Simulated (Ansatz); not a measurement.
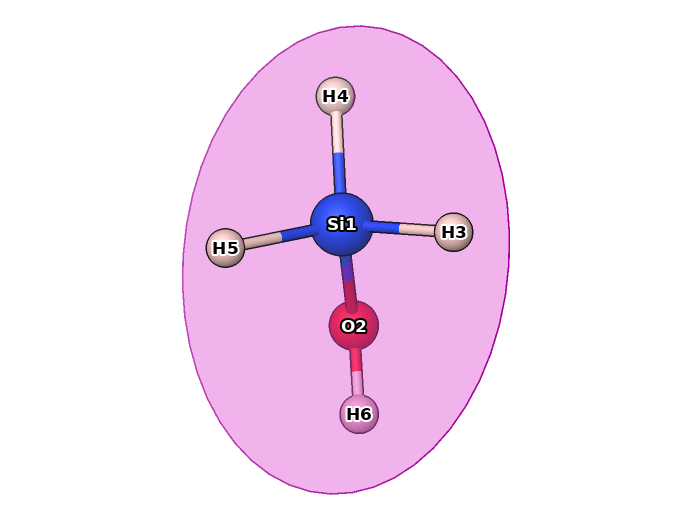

A disc through the centre of mass is drawn in. Atoms fade into the background with distance from the viewer. The computed structure is the end point of a PBE0-D4/def2-TZVP optimisation. No frequency run is at hand to confirm it as a minimum.

### Is the plane of the disc a mirror plane of the structure?

No. The point group is Cs, with 1 mirror plane, and this plane isn't one of its mirror planes.
